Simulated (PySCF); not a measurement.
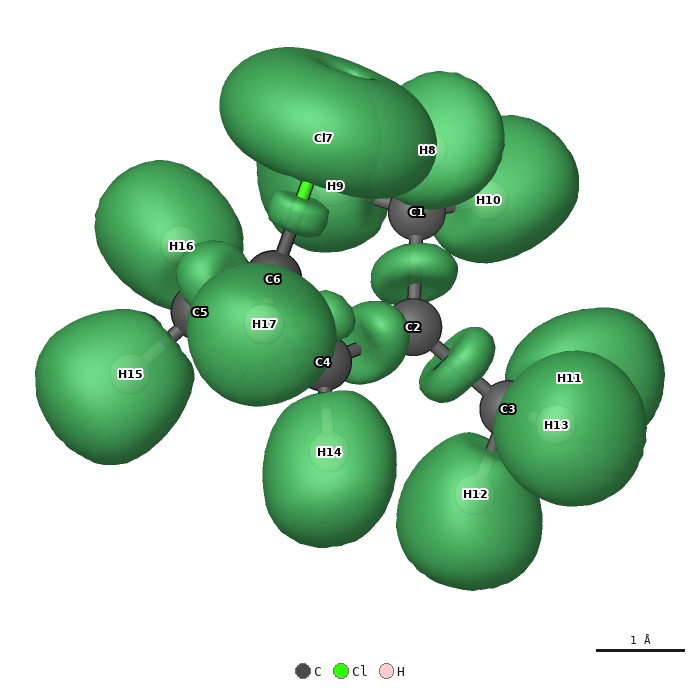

The picture shows: C6H10Cl (charge +1). Isosurface of the ELF at 0.8 (green), seen at a tilt. Core shells and regions of very low density are left out.

Geometry: GFN2-xTB.

Computed with PySCF 2.14.0, PBE0/def2-SVPD, SCF density, gas phase.

```xyz
17

C    -0.9657   -1.2496    0.4129
C    -0.7247    0.1107   -0.0170
C    -1.8161    1.0880    0.0017
C     0.5654    0.5653   -0.3900
C     1.6676   -0.3359   -0.9531
C     1.8674    0.1553    0.4113
Cl    1.8087   -0.9057    1.7808
H    -0.3882   -1.3979    1.3441
H    -0.5500   -1.9943   -0.2662
H    -2.0145   -1.4589    0.5990
H    -2.7808    0.6343    0.2079
H    -1.8641    1.6398   -0.9390
H    -1.6165    1.8475    0.7634
H     0.6049    1.5979   -0.7194
H     2.2542    0.0916   -1.7535
H     1.4308   -1.3803   -1.0888
H     2.5147    1.0044    0.5960
```

Identify the bonds, lone pairs and shells in this picture.

Answer. At this value the surface marks out six regions between bonded C–C atoms (shared pairs), one region between bonded C–Cl atoms (shared pairs), ten regions around hydrogen nuclei and one ring or bowl of non-bonding electrons around Cl.

Values along the shortest contacts:
C–C (1.42 Å): the ELF peaks at about 0.95 between the atoms; localised, covalent bonding. C–Cl (1.73 Å): the ELF peaks at about 0.90 between the atoms; a shared electron pair.
